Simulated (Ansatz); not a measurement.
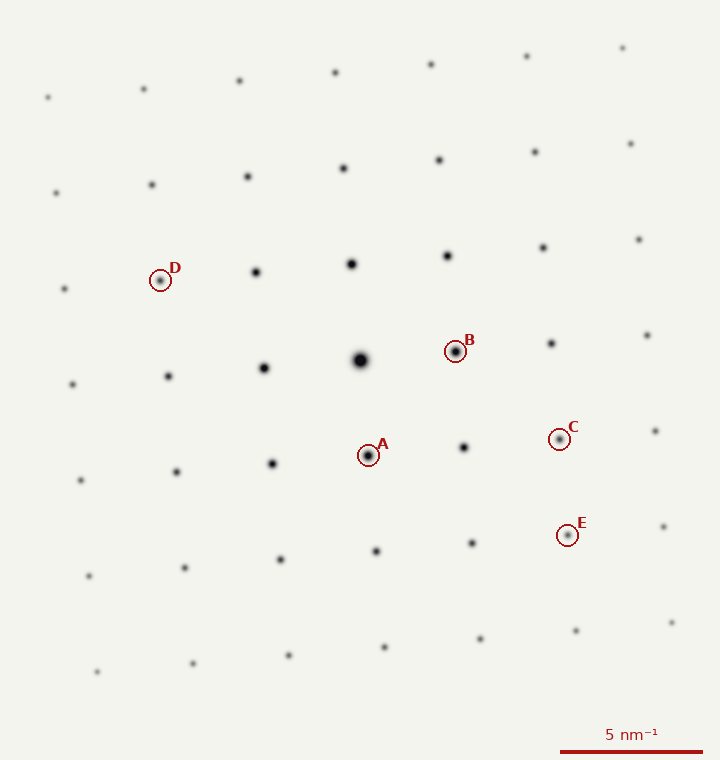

Kinematic zone-axis pattern, calculated for 100 keV electrons with B = 0.8 Å². The zone axis points towards the electron source and the pattern is seen from the source side.

The sample is TaSb, space group P4/mmm (No. 123), a = 2.935 Å, c = 5.640 Å. Structure: the geometry relaxed with Ansatz 0.2.0, DFT PBE, scalar-relativistic, plane waves, PAW; the starting structure was generated, so it need not be a known form of this composition.

Spot A is indexed -1 0 0 and spot B 0 -1 0.

Q: What are the indices of the remaining marked spots?

A: C = A + 2B = -1 -2 0 (d = 1.313 Å). D = −A − 2B = 1 2 0 (d = 1.313 Å). E = 2A + 2B = -2 -2 0 (d = 1.038 Å).

Q: Find the zone axis.

A: The cross product of A and B is parallel to [001]; every spot obeys hu + kv + lw = 0.
